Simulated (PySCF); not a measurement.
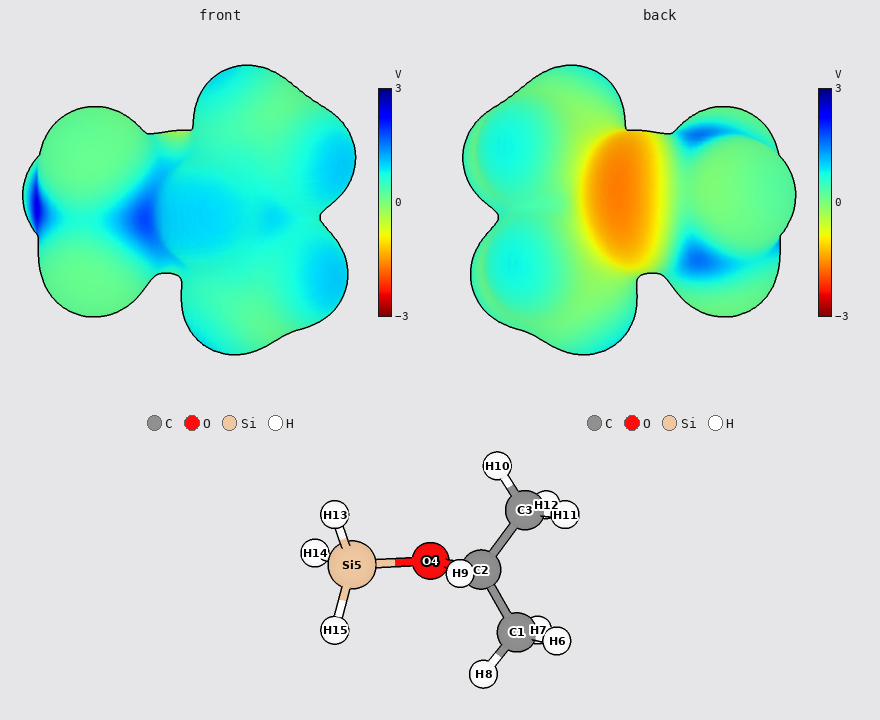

C$_{3}$H$_{10}$OSi (SMILES CC(C)O[SiH3]). The molecular electrostatic potential painted on the density surface at 0.004 e/bohr³, seen from the front and from behind; the colour scale runs from red (negative) to blue (positive). The bare structure is drawn below in the same view.

Geometry: PBE0-D3(BJ)/def2-SVP.

Computed with PBE0/pcSseg-1, SCF density, gas phase, non-relativistic in PySCF 2.14.0.

The calculation's input:

```
{"job": {"kind": "nmr", "xc": "PBE0", "basis": "pcSseg-1"}, "charge": 0, "multiplicity": 1}
C     -1.013541     1.375057     0.285254
C     -0.330688     0.028929     0.440892
C     -1.311170    -1.120829     0.571060
O      0.487264    -0.204615    -0.696192
Si     2.147363    -0.246080    -0.623054
H     -1.660952     1.594113     1.147770
H     -1.629838     1.377984    -0.626857
H     -0.268664     2.179825     0.197259
H      0.296396     0.058098     1.356570
H     -0.774701    -2.074771     0.679713
H     -1.966194    -0.986604     1.445036
H     -1.937690    -1.181811    -0.332087
H      2.618903    -1.321867     0.306543
H      2.631001    -0.517773    -2.003650
H      2.703681     1.056324    -0.134537
```

Command:

```sh
OMP_NUM_THREADS=1 python probes_run.py task.json out
```

### Where is the surface potential most negative and most positive?

The most negative region (about −1.6 V) lies over O4, the most positive (about +2.1 V) over Si5. O4 is the likeliest acceptor of a hydrogen bond.

### What dipole moment does the calculation give?

Its dipole moment is 1.14 D.
